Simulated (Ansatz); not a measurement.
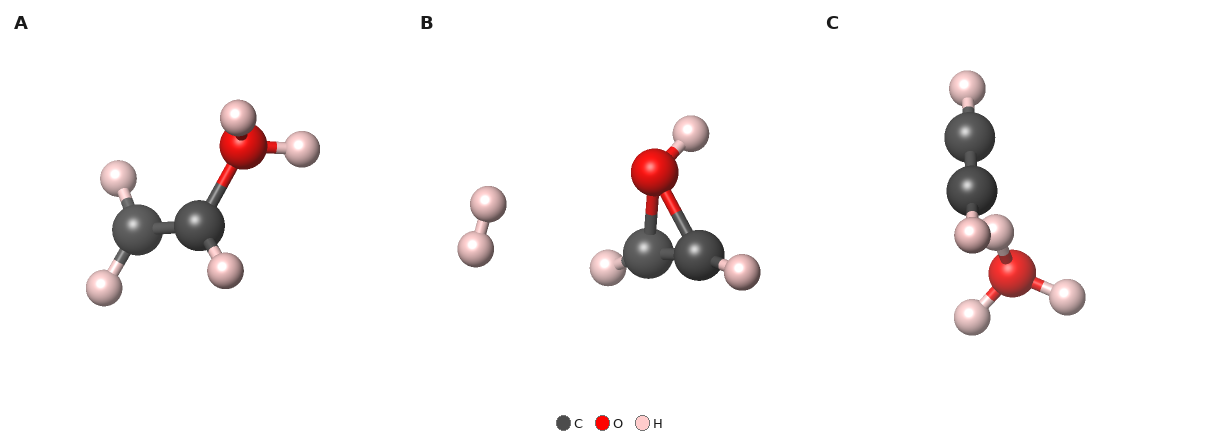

3 stationary structures of one formula. Charge +1, singlet. Geometries: PBE-D4/def2-SVP. Electronic energies: PBE-D4/def2-SVP (Ansatz 0.2.0), without zero-point energy. No frequency run is at hand to confirm each as a minimum. Each is one conformer, not always the lowest.

Question: Which structure is the most stable?

Answer: A is lowest; C lies 21.6 kcal/mol above it (Cs), B lies 83.1 kcal/mol above it (C1).
